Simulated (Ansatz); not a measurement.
# Rhodium, hcp under r²SCAN: ground state and equation of state, part 2 of 2

Aim: take rhodium in the hcp structure, relax it, solve it on a dense k-mesh, then scale the cell to 7 volumes from 88 to 112 % of the relaxed one and try a fit of the equation of state. The start is ferromagnetic. The k-meshes are 13×13×7 for the relaxation; 22×22×12 for the dense run; 22×22×12 for the volumes.

Ansatz 0.2.0; DFT, r2SCAN, plane waves (500 eV) with PAW, scalar-relativistic.

## (3) Dense single point

This is Rh in the hcp structure; at room conditions it is fcc.

Input file input.yaml:

```yaml
crystal:
  lattice:
    - [2.7012216336, 0.0, 0.0]
    - [-1.3506108168, 2.339326556, 0.0]
    - [0.0, 0.0, 4.3580196639]
  atoms:
    - { symbol: Rh, position: [0.3333333333, 0.6666666667, 0.25], spin: 1.0 }
    - { symbol: Rh, position: [0.6666666667, 0.3333333333, 0.75], spin: 1.0 }
hamiltonian:
  xc: r2scan
  pseudopotentials:
    kind: paw
    azcp:
      Rh: "pseudopotentials/Rh.paw.azcp"
basis:
  ecutwfc: 500
  fft_grid_basis: typed
kpoints:
  mp_grid: { grid: [22, 22, 12], shift: [0, 0, 0] }
magnetization:
  spin_polarized: true
scf:
  occupations: { method: fermi_dirac, width: 0.05 }
```

Output, cut to the lines that bear on the results:

```text
Warning: RAYON_NUM_THREADS=2 ignored (pool sized by the plan → 2); use --threads N
[...]
Pseudopotentials: kind: paw
Pseudopotential: Rh, paw, valence charge 17, recommended cutoff 500 eV (meta_gga), <dir>
Functional definition: r2SCAN
[...]
Crystal: 2 atoms, lattice volume = 27.538 Å³
Basis set: ecut = 500 eV, 699 PW (Γ), exchange–correlation on 80×80×128 points (64 copies of the dense FFT grid, shifted against one another)
Bands: 22, of which v1, the nominal top of the filled ones, is band 17 counted from 1 (16 counted from 0)
Symmetry: 24 space group operations
Space group: P63/mmc (ITA 194), of the structure as read, at distance tolerance 3.0e-5 Å
Magnetic group: BNS 194.263 (UNI 1493), of the structure as read, at distance tolerance 3.0e-5 Å
k-points: 364 of 5808
[...]
Starting moments: Σ|m| = 2 μB on 2 of 2 sites
[...]
SCF iter   1: F=—  HF=-12831.423822 eV  |F-HF|=—  |Δ(HF+E_count)|=         —  Δρ=4.94e-2 (↑4.94e-2 ↓4.93e-2)  dr2=2.47e0  dr2_τ=1.69e-2  dr2_m=2.29e-2  M=1.492 μB ∫|m|=1.509 μB  β_m=1.00  ethr=3.10e-3  ⟨swp⟩=4.9  Hψ=63597  notcnv=0
[...]
SCF iter  21: F=-12830.466920 eV  HF=-12830.466920 eV  |F-HF|=7.28e-12  |Δ(HF+E_count)|=  1.18e-10  Δρ=2.57e-7 (↑2.57e-7 ↓2.48e-7)  dr2=2.07e-13  dr2_τ=1.47e-12  dr2_m=1.60e-11  M=-0.000 μB ∫|m|=0.000 μB  ethr=1.00e-12  ⟨swp⟩=2.0  Hψ=30999  notcnv=0
[...]
WARN: the starting moments were not kept: the SCF closed with an absolute magnetisation of 3.2e-5 μB, where they sum to 2 μB in size (2 sites). That is at most 0.1 of that sum. Measured as dr2_m measures the in/out step, that magnetisation stands 3.5e-10 eV from none, at or under the [...]
this state was not tested for a lower state beside it, because the mixer in use, unlike msr1, does not test its closes by its own steps (another_mixer; see scf.mixing.algorithm and scf.lower_state_search)
SCF converged after 21 iterations
Magnetization: -0.0000 μB (17.0000 up, 17.0000 down)
Absolute magnetization: 0.0000 μB (∫|ρ↑−ρ↓|, with the PAW one-centre terms)
Spin contamination: 0.0000 ħ² per cell (⟨S²⟩ above its minimum at these occupations)
Per-site moments (μB) at R_I (Å): [(-1.557989678606988e-5, 1.1053370878774884), (-1.5579896786220066e-5, 1.1053370878774884)]
Free energy (F): -12830.466920 eV
[...]
E sigma→0 (E₀):  -12830.454148 eV
Entropy (-TS):   -0.025544 eV (-12.772 meV/atom)
Fermi energy:    22.273022 eV
[...]
```

It took 55 s on 2 threads of an Arm CPU, shared host; peak memory 0.65 GiB.

## (4) At 88 % of the relaxed volume

input.yaml: that of step 3 with these lines changed.

```diff
@@ -2,5 +2,5 @@
   lattice:
-    - [2.7012216336, 0.0, 0.0]
-    - [-1.3506108168, 2.339326556, 0.0]
-    - [0.0, 0.0, 4.3580196639]
+    - [2.5885373947, 0.0, 0.0]
+    - [-1.2942686973, 2.2417391425, 0.0]
+    - [0.0, 0.0, 4.176220391]
   atoms:
@@ -23 +23,3 @@
   occupations: { method: fermi_dirac, width: 0.05 }
+output:
+  stress: true
```

Output, cut to the lines that bear on the results:

```text
Warning: RAYON_NUM_THREADS=2 ignored (pool sized by the plan → 2); use --threads N
[...]
[... 3 set-up lines as earlier in the session ...]
[...]
Crystal: 2 atoms, lattice volume = 24.234 Å³
Basis set: ecut = 500 eV, 615 PW (Γ), exchange–correlation on 80×80×128 points (64 copies of the dense FFT grid, shifted against one another)
Bands: 22, of which v1, the nominal top of the filled ones, is band 17 counted from 1 (16 counted from 0)
[... 1 set-up line as earlier in the session ...]
Space group: P63/mmc (ITA 194), of the structure as read, at distance tolerance 2.9e-5 Å
Magnetic group: BNS 194.263 (UNI 1493), of the structure as read, at distance tolerance 2.9e-5 Å
k-points: 364 of 5808
[...]
Starting moments: Σ|m| = 2 μB on 2 of 2 sites
[...]
WARN: the starting moments were not kept: the SCF closed with an absolute magnetisation of 2.6e-6 μB, where they sum to 2 μB in size (2 sites). That is at most 0.1 of that sum. Measured as dr2_m measures the in/out step, that magnetisation stands 2.3e-12 eV from none, at or under the [...]
this state was not tested for a lower state beside it, because the mixer in use, unlike msr1, does not test its closes by its own steps (another_mixer; see scf.mixing.algorithm and scf.lower_state_search)
SCF converged after 19 iterations
Magnetization: -0.0000 μB (17.0000 up, 17.0000 down)
Absolute magnetization: 0.0000 μB (∫|ρ↑−ρ↓|, with the PAW one-centre terms)
Spin contamination: 0.0000 ħ² per cell (⟨S²⟩ above its minimum at these occupations)
Per-site moments (μB) at R_I (Å): [(-1.133061607660234e-6, 1.059226814316152), (-1.133061607718718e-6, 1.059226814316152)]
Free energy (F): -12830.020227 eV
[...]
E sigma→0 (E₀):  -12830.010160 eV
Entropy (-TS):   -0.020133 eV (-10.067 meV/atom)
Fermi energy:    26.215551 eV
[...]
--- Stress (GPa, compression-positive) ---
       48.907178       0.000000       0.000000
        0.000000      48.907178      -0.000000
        0.000000      -0.000000      50.314320
  P = ⅓ Tr σ = 49.3762 GPa (493.762 kbar)
```

Wall time 52 s (2 threads of an Arm CPU, shared host); peak memory 0.63 GiB.

## (5) At 92 % of the relaxed volume

input.yaml: that of step 4 with these lines changed.

```diff
@@ -2,5 +2,5 @@
   lattice:
-    - [2.5885373947, 0.0, 0.0]
-    - [-1.2942686973, 2.2417391425, 0.0]
-    - [0.0, 0.0, 4.176220391]
+    - [2.627177978, 0.0, 0.0]
+    - [-1.313588989, 2.2752028692, 0.0]
+    - [0.0, 0.0, 4.2385612295]
   atoms:
```

Output, cut to the lines that bear on the results:

```text
Warning: RAYON_NUM_THREADS=2 ignored (pool sized by the plan → 2); use --threads N
[...]
[... 3 set-up lines as earlier in the session ...]
[...]
Crystal: 2 atoms, lattice volume = 25.335 Å³
Basis set: ecut = 500 eV, 639 PW (Γ), exchange–correlation on 80×80×128 points (64 copies of the dense FFT grid, shifted against one another)
Bands: 22, of which v1, the nominal top of the filled ones, is band 17 counted from 1 (16 counted from 0)
[... 2 set-up lines as earlier in the session ...]
Magnetic group: BNS 194.263 (UNI 1493), of the structure as read, at distance tolerance 2.9e-5 Å
k-points: 364 of 5808
[...]
Starting moments: Σ|m| = 2 μB on 2 of 2 sites
[...]
WARN: the starting moments were not kept: the SCF closed with an absolute magnetisation of 9.6e-6 μB, where they sum to 2 μB in size (2 sites). That is at most 0.1 of that sum. Measured as dr2_m measures the in/out step, that magnetisation stands 2.8e-11 eV from none, at or under the [...]
this state was not tested for a lower state beside it, because the mixer in use, unlike msr1, does not test its closes by its own steps (another_mixer; see scf.mixing.algorithm and scf.lower_state_search)
SCF converged after 21 iterations
Magnetization: -0.0000 μB (17.0000 up, 17.0000 down)
Absolute magnetization: 0.0000 μB (∫|ρ↑−ρ↓|, with the PAW one-centre terms)
Spin contamination: 0.0000 ħ² per cell (⟨S²⟩ above its minimum at these occupations)
Per-site moments (μB) at R_I (Å): [(-4.492738684427101e-6, 1.0750385008643222), (-4.492738684538748e-6, 1.0750385008643222)]
Free energy (F): -12830.285892 eV
[...]
E sigma→0 (E₀):  -12830.274957 eV
Entropy (-TS):   -0.021870 eV (-10.935 meV/atom)
Fermi energy:    24.786724 eV
[...]
--- Stress (GPa, compression-positive) ---
       28.473326       0.000000      -0.000000
        0.000000      28.473326      -0.000000
       -0.000000      -0.000000      29.288635
  P = ⅓ Tr σ = 28.7451 GPa (287.451 kbar)
```

Run time: 60 s. Hardware: 2 threads of an Arm CPU, shared host; peak memory 0.65 GiB.

## (6) At 96 % of the relaxed volume

input.yaml: that of step 5 with these lines changed.

```diff
@@ -2,5 +2,5 @@
   lattice:
-    - [2.627177978, 0.0, 0.0]
-    - [-1.313588989, 2.2752028692, 0.0]
-    - [0.0, 0.0, 4.2385612295]
+    - [2.6647141633, 0.0, 0.0]
+    - [-1.3323570816, 2.3077101592, 0.0]
+    - [0.0, 0.0, 4.2991202861]
   atoms:
```

Output, cut to the lines that bear on the results:

```text
Warning: RAYON_NUM_THREADS=2 ignored (pool sized by the plan → 2); use --threads N
[...]
[... 3 set-up lines as earlier in the session ...]
[...]
Crystal: 2 atoms, lattice volume = 26.437 Å³
Basis set: ecut = 500 eV, 687 PW (Γ), exchange–correlation on 80×80×128 points (64 copies of the dense FFT grid, shifted against one another)
Bands: 22, of which v1, the nominal top of the filled ones, is band 17 counted from 1 (16 counted from 0)
[... 2 set-up lines as earlier in the session ...]
Magnetic group: BNS 194.263 (UNI 1493), of the structure as read, at distance tolerance 3.0e-5 Å
k-points: 364 of 5808
[...]
Starting moments: Σ|m| = 2 μB on 2 of 2 sites
[...]
WARN: the starting moments were not kept: the SCF closed with an absolute magnetisation of 3.2e-6 μB, where they sum to 2 μB in size (2 sites). That is at most 0.1 of that sum. Measured as dr2_m measures the in/out step, that magnetisation stands 3.5e-12 eV from none, at or under the [...]
this state was not tested for a lower state beside it, because the mixer in use, unlike msr1, does not test its closes by its own steps (another_mixer; see scf.mixing.algorithm and scf.lower_state_search)
SCF converged after 21 iterations
Magnetization: -0.0000 μB (17.0000 up, 17.0000 down)
Absolute magnetization: 0.0000 μB (∫|ρ↑−ρ↓|, with the PAW one-centre terms)
Spin contamination: 0.0000 ħ² per cell (⟨S²⟩ above its minimum at these occupations)
Per-site moments (μB) at R_I (Å): [(-1.4897635664919274e-6, 1.0903982689234413), (-1.489763566362962e-6, 1.0903982689234413)]
Free energy (F): -12830.425703 eV
[...]
E sigma→0 (E₀):  -12830.413868 eV
Entropy (-TS):   -0.023671 eV (-11.835 meV/atom)
Fermi energy:    23.477146 eV
[...]
--- Stress (GPa, compression-positive) ---
       12.464551       0.000000       0.000000
        0.000000      12.464551       0.000000
        0.000000       0.000000      12.814148
  P = ⅓ Tr σ = 12.5811 GPa (125.811 kbar)
```

Wall time 60 s (2 threads of an Arm CPU, shared host); peak memory 0.66 GiB.

## (7) At 100 % of the relaxed volume

input.yaml: that of step 6 with these lines changed.

```diff
@@ -2,5 +2,5 @@
   lattice:
-    - [2.6647141633, 0.0, 0.0]
-    - [-1.3323570816, 2.3077101592, 0.0]
-    - [0.0, 0.0, 4.2991202861]
+    - [2.7012216336, 0.0, 0.0]
+    - [-1.3506108168, 2.339326556, 0.0]
+    - [0.0, 0.0, 4.3580196639]
   atoms:
```

Output, cut to the lines that bear on the results:

```text
Warning: RAYON_NUM_THREADS=2 ignored (pool sized by the plan → 2); use --threads N
[...]
[... 3 set-up lines as earlier in the session ...]
[...]
Crystal: 2 atoms, lattice volume = 27.538 Å³
Basis set: ecut = 500 eV, 699 PW (Γ), exchange–correlation on 80×80×128 points (64 copies of the dense FFT grid, shifted against one another)
Bands: 22, of which v1, the nominal top of the filled ones, is band 17 counted from 1 (16 counted from 0)
[... 2 set-up lines as earlier in the session ...]
Magnetic group: BNS 194.263 (UNI 1493), of the structure as read, at distance tolerance 3.0e-5 Å
k-points: 364 of 5808
[...]
Starting moments: Σ|m| = 2 μB on 2 of 2 sites
[...]
WARN: the starting moments were not kept: the SCF closed with an absolute magnetisation of 3.2e-5 μB, where they sum to 2 μB in size (2 sites). That is at most 0.1 of that sum. Measured as dr2_m measures the in/out step, that magnetisation stands 3.5e-10 eV from none, at or under the [...]
this state was not tested for a lower state beside it, because the mixer in use, unlike msr1, does not test its closes by its own steps (another_mixer; see scf.mixing.algorithm and scf.lower_state_search)
SCF converged after 21 iterations
Magnetization: -0.0000 μB (17.0000 up, 17.0000 down)
Absolute magnetization: 0.0000 μB (∫|ρ↑−ρ↓|, with the PAW one-centre terms)
Spin contamination: 0.0000 ħ² per cell (⟨S²⟩ above its minimum at these occupations)
Per-site moments (μB) at R_I (Å): [(-1.5607906599093163e-5, 1.1053370878774884), (-1.5607906599207705e-5, 1.1053370878774884)]
Free energy (F): -12830.466920 eV
[...]
E sigma→0 (E₀):  -12830.454148 eV
Entropy (-TS):   -0.025544 eV (-12.772 meV/atom)
Fermi energy:    22.273022 eV
[...]
--- Stress (GPa, compression-positive) ---
       -0.067397       0.000000      -0.000000
        0.000000      -0.067397       0.000000
       -0.000000       0.000000      -0.086350
  P = ⅓ Tr σ = -0.0737 GPa (-0.737 kbar)
```

It took 58 s on 2 threads of an Arm CPU, shared host; peak memory 0.67 GiB.

## (8) At 104 % of the relaxed volume

input.yaml: that of step 7 with these lines changed.

```diff
@@ -2,5 +2,5 @@
   lattice:
-    - [2.7012216336, 0.0, 0.0]
-    - [-1.3506108168, 2.339326556, 0.0]
-    - [0.0, 0.0, 4.3580196639]
+    - [2.7367680999, 0.0, 0.0]
+    - [-1.3683840499, 2.3701106988, 0.0]
+    - [0.0, 0.0, 4.4153686045]
   atoms:
```

Output, cut to the lines that bear on the results:

```text
Warning: RAYON_NUM_THREADS=2 ignored (pool sized by the plan → 2); use --threads N
[...]
[... 3 set-up lines as earlier in the session ...]
[...]
Crystal: 2 atoms, lattice volume = 28.640 Å³
Basis set: ecut = 500 eV, 713 PW (Γ), exchange–correlation on 80×80×144 points (64 copies of the dense FFT grid, shifted against one another)
Bands: 22, of which v1, the nominal top of the filled ones, is band 17 counted from 1 (16 counted from 0)
[... 1 set-up line as earlier in the session ...]
Space group: P63/mmc (ITA 194), of the structure as read, at distance tolerance 3.1e-5 Å
Magnetic group: BNS 194.263 (UNI 1493), of the structure as read, at distance tolerance 3.1e-5 Å
k-points: 364 of 5808
[...]
Starting moments: Σ|m| = 2 μB on 2 of 2 sites
[...]
WARN: the starting moments were not kept: the SCF closed with an absolute magnetisation of 4.1e-5 μB, where they sum to 2 μB in size (2 sites). That is at most 0.1 of that sum. Measured as dr2_m measures the in/out step, that magnetisation stands 5.8e-10 eV from none, at or under the [...]
this state was not tested for a lower state beside it, because the mixer in use, unlike msr1, does not test its closes by its own steps (another_mixer; see scf.mixing.algorithm and scf.lower_state_search)
SCF converged after 21 iterations
Magnetization: -0.0000 μB (17.0000 up, 17.0000 down)
Absolute magnetization: 0.0000 μB (∫|ρ↑−ρ↓|, with the PAW one-centre terms)
Spin contamination: 0.0000 ħ² per cell (⟨S²⟩ above its minimum at these occupations)
Per-site moments (μB) at R_I (Å): [(-1.9645287892306642e-5, 1.1198826649716884), (-1.9645287892344362e-5, 1.1198826649716884)]
Free energy (F): -12830.431031 eV
[...]
E sigma→0 (E₀):  -12830.417285 eV
Entropy (-TS):   -0.027492 eV (-13.746 meV/atom)
Fermi energy:    21.162612 eV
[...]
--- Stress (GPa, compression-positive) ---
       -9.852391       0.000000       0.000000
        0.000000      -9.852391      -0.000000
        0.000000      -0.000000     -10.165556
  P = ⅓ Tr σ = -9.9568 GPa (-99.568 kbar)
```

Run time: 2.6 min. Hardware: 2 threads of an Arm CPU, shared host; peak memory 1.7 GiB.

## (9) At 108 % of the relaxed volume

input.yaml: that of step 8 with these lines changed.

```diff
@@ -2,5 +2,5 @@
   lattice:
-    - [2.7367680999, 0.0, 0.0]
-    - [-1.3683840499, 2.3701106988, 0.0]
-    - [0.0, 0.0, 4.4153686045]
+    - [2.771414412, 0.0, 0.0]
+    - [-1.385707206, 2.4001152853, 0.0]
+    - [0.0, 0.0, 4.4712652802]
   atoms:
```

Output, cut to the lines that bear on the results:

```text
Warning: RAYON_NUM_THREADS=2 ignored (pool sized by the plan → 2); use --threads N
[...]
[... 3 set-up lines as earlier in the session ...]
[...]
Crystal: 2 atoms, lattice volume = 29.742 Å³
Basis set: ecut = 500 eV, 725 PW (Γ), exchange–correlation on 96×96×144 points (64 copies of the dense FFT grid, shifted against one another)
Bands: 22, of which v1, the nominal top of the filled ones, is band 17 counted from 1 (16 counted from 0)
[... 2 set-up lines as earlier in the session ...]
Magnetic group: BNS 194.263 (UNI 1493), of the structure as read, at distance tolerance 3.1e-5 Å
k-points: 364 of 5808
[...]
Starting moments: Σ|m| = 2 μB on 2 of 2 sites
[...]
at 6 of the mixer's solves, the last at iteration 19, it left a direction of its history that read negative out of its fit and stepped the other way along it
this state was not tested for a lower state beside it, because the mixer in use, unlike msr1, does not test its closes by its own steps (another_mixer; see scf.mixing.algorithm and scf.lower_state_search)
SCF converged after 35 iterations
Magnetization: 1.1171 μB (17.5585 up, 16.4415 down)
Absolute magnetization: 1.2111 μB (∫|ρ↑−ρ↓|, with the PAW one-centre terms)
Spin contamination: 0.0082 ħ² per cell (⟨S²⟩ above its minimum at these occupations)
Per-site moments (μB) at R_I (Å): [(0.5790511602711644, 1.134059899931236), (0.5790511602711645, 1.134059899931236)]
Free energy (F): -12830.337428 eV
[...]
E sigma→0 (E₀):  -12830.322032 eV
Entropy (-TS):   -0.030792 eV (-15.396 meV/atom)
Fermi energy:    20.083946 eV
[...]
--- Stress (GPa, compression-positive) ---
      -15.849130       0.000000       0.000000
        0.000000     -15.849130      -0.000000
        0.000000      -0.000000     -16.360911
  P = ⅓ Tr σ = -16.0197 GPa (-160.197 kbar)
```

Wall time 2.1 min (2 threads of an Arm CPU, shared host); peak memory 0.74 GiB.

## (10) At 112 % of the relaxed volume

input.yaml: that of step 9 with these lines changed.

```diff
@@ -2,5 +2,5 @@
   lattice:
-    - [2.771414412, 0.0, 0.0]
-    - [-1.385707206, 2.4001152853, 0.0]
-    - [0.0, 0.0, 4.4712652802]
+    - [2.80521548, 0.0, 0.0]
+    - [-1.40260774, 2.4293878688, 0.0]
+    - [0.0, 0.0, 4.5257982801]
   atoms:
```

Output, cut to the lines that bear on the results:

```text
Warning: RAYON_NUM_THREADS=2 ignored (pool sized by the plan → 2); use --threads N
[...]
[... 3 set-up lines as earlier in the session ...]
[...]
Crystal: 2 atoms, lattice volume = 30.843 Å³
Basis set: ecut = 500 eV, 785 PW (Γ), exchange–correlation on 96×96×144 points (64 copies of the dense FFT grid, shifted against one another)
Bands: 22, of which v1, the nominal top of the filled ones, is band 17 counted from 1 (16 counted from 0)
[... 2 set-up lines as earlier in the session ...]
Magnetic group: BNS 194.263 (UNI 1493), of the structure as read, at distance tolerance 3.1e-5 Å
k-points: 364 of 5808
[...]
Starting moments: Σ|m| = 2 μB on 2 of 2 sites
[...]
this state was not tested for a lower state beside it, because the mixer in use, unlike msr1, does not test its closes by its own steps (another_mixer; see scf.mixing.algorithm and scf.lower_state_search)
SCF converged after 16 iterations
Magnetization: 1.8663 μB (17.9331 up, 16.0669 down)
Absolute magnetization: 2.0241 μB (∫|ρ↑−ρ↓|, with the PAW one-centre terms)
Spin contamination: 0.0212 ħ² per cell (⟨S²⟩ above its minimum at these occupations)
Per-site moments (μB) at R_I (Å): [(0.9680268975090894, 1.147891261861534), (0.9680268975090895, 1.147891261861534)]
Free energy (F): -12830.214903 eV
[...]
E sigma→0 (E₀):  -12830.199711 eV
Entropy (-TS):   -0.030384 eV (-15.192 meV/atom)
Fermi energy:    19.071950 eV
[...]
--- Stress (GPa, compression-positive) ---
      -19.117884      -0.000000       0.000000
        0.000000     -19.117884       0.000000
        0.000000       0.000000     -20.048538
  P = ⅓ Tr σ = -19.4281 GPa (-194.281 kbar)
```

Wall time 54 s (2 threads of an Arm CPU, shared host); peak memory 0.75 GiB.

## (11) Fitting the volumes

The cell was scaled evenly, with its shape and the fractional positions fixed.

| V (Å³/atom) | E − lowest (meV/atom) | P from the stress (GPa) | largest moment (μB) |
| --- | --- | --- | --- |
| 12.117 | 222.0 | 49.38 | 0.00 |
| 12.668 | 89.6 | 28.75 | 0.00 |
| 13.218 | 20.1 | 12.58 | 0.00 |
| 13.769 | 0.0 | -0.07 | 0.00 |
| 14.320 | 18.4 | -9.96 | 0.00 |
| 14.871 | 66.1 | -16.02 | 0.58 |
| 15.422 | 127.2 | -19.43 | 0.97 |

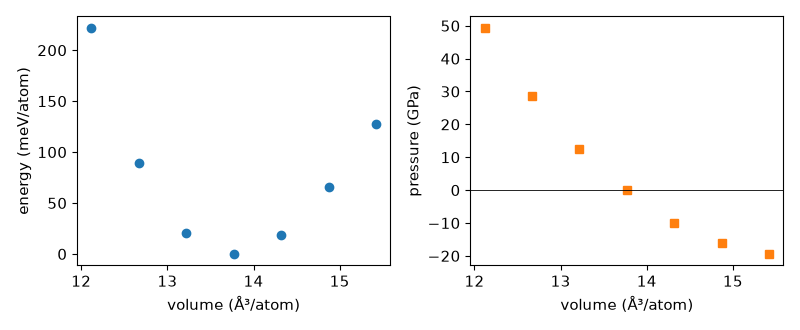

Energy and pressure against volume.

No single fit is made: the magnetic state changes along the curve.

## (12) Summary of results

The summary covers parts 1 to 2.

| quantity | value |
| --- | --- |
| space group (spins left aside) | P6_3/mmc (No. 194) |
| conventional cell | a = 2.701 Å, c = 4.358 Å (c/a = 1.613) |
| volume | 13.769 Å³/atom |
| shortest distance | 2.680 Å |
| gap on the mesh | none (levels filled in part) |
| magnetic state | non-magnetic |
| relative to fcc | +47 meV/atom |

From the guessed start the volume grew by 0.1 % in 5 steps. It lies 47 meV/atom above the element's reference form at the same level (fcc, from a run of its own). The moments die out: the run ends non-magnetic. Levels at the Fermi energy are filled in part, as in a metal. Relaxation kept the symmetry; phonons were not checked.
